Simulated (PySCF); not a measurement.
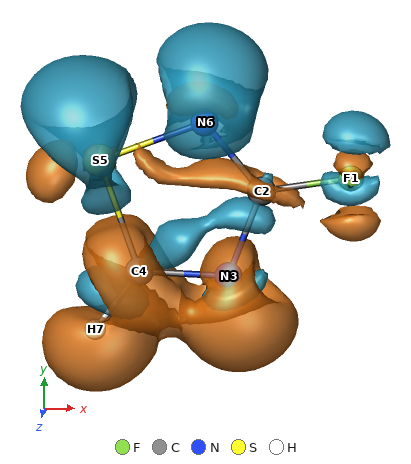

Figure 1: C$_{2}$HFN$_{2}$S, SMILES `Fc1ncsn1`. Change of the electron density in a uniform field of 0.41 V/Å, surfaces at ±0.003 e/Å³ (light blue: gain, orange: loss).

Level of theory: TPSS/def2-SVPD (PySCF), at a geometry from GFN2-xTB. No frequency check shows the geometry to be a minimum. GFN2-xTB bond lengths at metals and heavier atoms can be off by up to 0.1 Å and shapes distorted, which carries into these values.

### Along which Cartesian direction does the field point?

Along −y: electrons gather on the +y side, against the field.

### How large is the response?

The induced dipole is 1.16 D (along the field); α along this axis, from the fields in both directions, is 57 bohr³ (8.5 Å³).

### Which atoms gain and lose the most charge?

Electrons gather most on S5 (Hirshfeld charge changes by −0.031 e) and leave N3 most (+0.023 e); 0.096 electrons are displaced in all.
